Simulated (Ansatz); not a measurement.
Pressure series in TaAs

Consider TaAs (space group I4_1md, No. 109; a = 3.442 Å, c = 11.712 Å).

Cell and atoms are relaxed at each pressure.

Level of theory: r2SCAN in Ansatz (plane waves to 500 eV, PAW, without spin-orbit coupling).

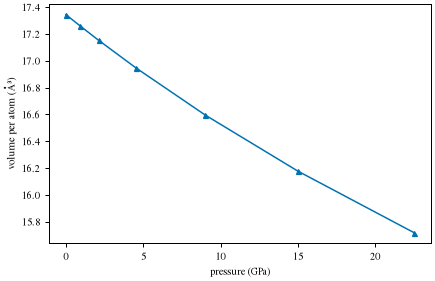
*Volume per atom against pressure*

### Question
From the plot, what is the volume per atom for pressure 2.1 GPa?

### Answer
About 17.2 Å³.

### Question
Is the trend monotonic over the range shown?

### Answer
Yes, it falls throughout, spanning 15.72 Å³ to 17.34 Å³.

Load acts through the strain it causes; cell and atoms are relaxed under it. No phonon test of stability was made. No other phases were tried under pressure. The final runs are not spin-polarised.

Ansatz is an electronic-structure program.
